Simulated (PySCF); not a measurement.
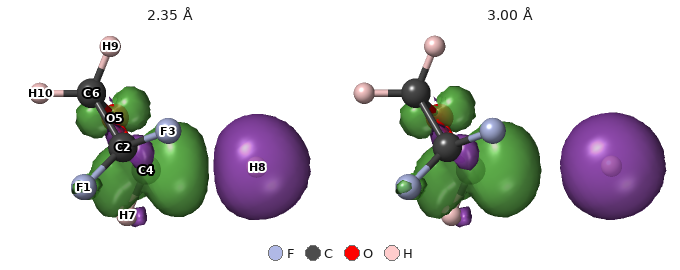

Figure 1: C$_{3}$H$_{4}$F$_{2}$O, SMILES `FC1(F)COC1`. Rigid stretch of the C4–H8 bond. Broken-symmetry UHF spin density at ±0.03 e/Å³ (purple: α, green: β).

PySCF calculation, def2-SVP basis, gas phase; geometry: GFN2-xTB. No frequency check shows the geometry to be a minimum.

Input script:

```python
import numpy as np
from pyscf import gto, scf, mcscf

mol = gto.M(atom='''
F     -1.23665    -1.07747     0.01564
C     -0.41914    -0.00010     0.00003
F     -1.23678     1.07752    -0.01538
C      0.69794     0.01528     1.04003
O      1.67914    -0.00003    -0.00016
C      0.69771    -0.01500    -1.04019
H      0.74242    -0.87477     1.67119
H      0.74335     0.92187     1.64533
H      0.74195     0.87505    -1.67137
H      0.74101    -0.92345    -1.64547
''', basis='def2-svp', charge=0, spin=0, verbose=4)
# stretch the bond between atoms 4 and 8, from long to short, fragments rigid
a, b, move = 3, 7, [7]
xyz = mol.atom_coords(unit='Angstrom')
u = xyz[b] - xyz[a]
r0 = np.linalg.norm(u)
rows, last, dm_u = [], None, None
for r in [3.0, 2.35, 1.93, 1.66, 1.44, 1.28, 1.18, 1.07, 0.98]:
    new = xyz.copy()
    new[move] += u / r0 * (r - r0)
    m = mol.set_geom_(new, unit='Angstrom', inplace=False)
    rhf = scf.RHF(m).density_fit(auxbasis='def2-universal-jkfit').run()
    uhf = scf.UHF(m).density_fit(auxbasis='def2-universal-jkfit').newton()
    if dm_u is None:
        c = rhf.mo_coeff
        h = m.nelectron // 2 - 1
        ca, cb = c.copy(), c.copy()
        ca[:, h], cb[:, h] = (c[:, h] + c[:, h + 1]) / 2**.5, (c[:, h] - c[:, h + 1]) / 2**.5
        dm_u = np.array([x[:, :h + 1] @ x[:, :h + 1].T for x in (ca, cb)])
    uhf.kernel(dm0=dm_u)
    for _ in range(3):
        c, _, stable, _ = uhf.stability(return_status=True)
        if stable:
            break
        uhf.kernel(c, uhf.mo_occ)
    dm_u = uhf.make_rdm1()
    mc = mcscf.CASSCF(rhf, 2, 2)
    mc.natorb = True
    mc.fix_spin_(ss=0)
    guess = mcscf.addons.make_natural_orbitals(uhf)[1] if last is None else mcscf.project_init_guess(mc, last.mo_coeff, last.mol)
    mc.kernel(guess)
    last = mc
    act = slice(mc.ncore, mc.ncore + mc.ncas)
    print('r %.3f  RHF %.6f  UHF %.6f  <S^2> %.3f  CASSCF %.6f  occupations' % (r, rhf.e_tot, uhf.e_tot, uhf.spin_square()[0], mc.e_tot), mc.mo_occ[act].round(4))
    rows.append((new, rhf.e_tot, uhf.e_tot, uhf.spin_square()[0], mc.e_tot, mc.mo_occ[act], mc.mo_coeff[:, act], dm_u[0] - dm_u[1], rhf.converged and uhf.converged and mc.converged))
    np.savez('result.npz', **{k: [row[i] for row in rows] for i, k in enumerate('xyz rhf uhf s2 cas occ c spin ok'.split())})
```

Run with:

```sh
OMP_NUM_THREADS=1 python input.py
```

The run took 4 min on 1 thread of Intel(R) Xeon(R) Platinum 8488C (Sapphire Rapids), on a shared host, peak memory 0.29 GiB.

How does the broken-symmetry solution share the spin, and how far is it from a pure singlet?

At 3.00 Å excess α spin lies mostly on H8 and excess β on C4; the two could be swapped at no cost. ⟨S²⟩ is 0.89 at 2.35 Å and 0.99 at 3.00 Å, against 0 for a pure singlet and 1 for an equal mix of singlet and triplet.

Where does the UHF solution part from RHF?

Between 1.44 Å (⟨S²⟩ = 0, the two coincide) and 1.66 Å (⟨S²⟩ = 0.06); at 3.00 Å ⟨S²⟩ is 0.99 and UHF lies 3.6 eV below RHF.

How much energy does the stretch cost?

By CASSCF, 4.2 eV from the lowest point of the scan (1.07 Å) to 3.00 Å; RHF gives 7.4 eV from its own lowest point. The fragments aren't relaxed and dynamic correlation is missing, so this isn't a bond dissociation energy.
